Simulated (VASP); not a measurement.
Band structure of RuAl (CsCl type). Level of theory: vdW-DF-cx, VASP's PBE PAW potentials (set 64) (plane waves; VASP).

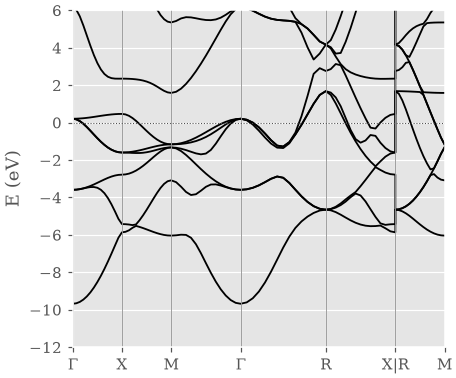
Bands along high-symmetry lines, zero at the valence-band maximum or, without a gap, the Fermi level

**Question.** Read the plot: is there a gap, and where are the band edges?

**Answer.** It has no gap at this level: it comes out as a metal or semimetal. (Edges off the drawn lines would not show.)

The compound is RuAl in the CsCl type structure. It was relaxed first. The electron count is odd and the run is not spin-polarised, which forces a metal.
